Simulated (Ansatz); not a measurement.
Consider C₂H₁₂ClNSi₄.

```csv
atom,x (Å),y (Å),z (Å)
Si,-1.4016,-0.5247,-1.2541
Cl,-1.7422,-2.5443,-0.6195
Si,-0.9795,0.5497,0.8049
Si,-3.4557,-0.0069,-2.2952
Si,0.4544,-0.7899,-2.6881
H,-0.7000,2.0079,0.6810
H,0.1940,-0.1140,1.4481
H,-2.1706,0.3594,1.6859
H,-4.5467,-0.1753,-1.2890
H,-3.5218,1.3738,-2.8511
H,-3.6798,-0.9846,-3.4020
H,1.5693,-1.4004,-1.9038
H,0.9347,0.4815,-3.2985
H,0.0724,-1.7355,-3.7794
N,-0.8825,2.5524,-2.2208
C,-0.6971,3.6439,-2.5587
C,-0.4631,5.0197,-2.9830
H,0.5706,5.3181,-2.7517
H,-1.1525,5.7007,-2.4615
H,-0.6243,5.1161,-4.0673
```

At this geometry the atoms fall into two loosely joined parts.

These are results of Ansatz, DFT B3LYP, Gaussian basis def2-SVP, not measurements.

Question: Predict the electron density and electron localisation function between the atoms.

Answer: C–N (1.16 Å): ρ is about 3.5 e/Å³ halfway; the ELF peaks at about 0.85 between the atoms (a multiple bond).
C–C (1.46 Å): ρ is about 1.8 e/Å³ halfway; the ELF peaks at about 0.95 between the atoms (localised, covalent bonding).
Si–Cl (2.14 Å): the density is about 0.72 e/Å³ at the midpoint; the ELF peaks at about 0.85 between the atoms, as expected for a polar covalent bond.
Si–Si (2.36 Å): ρ is about 0.63 e/Å³ halfway; the ELF peaks at about 1 between the atoms (a covalent bond).

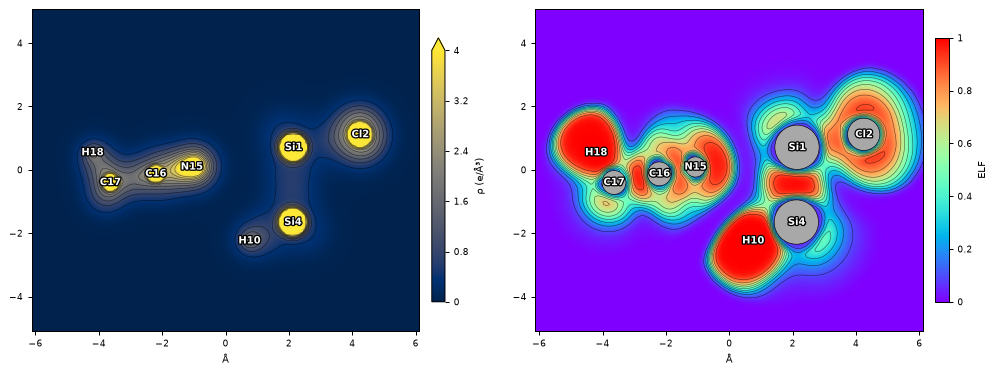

Computed electron density and electron localisation function on the plane of atoms Si1, Si4 and H10, in this order. Grey discs cover the atomic cores in the ELF map. 
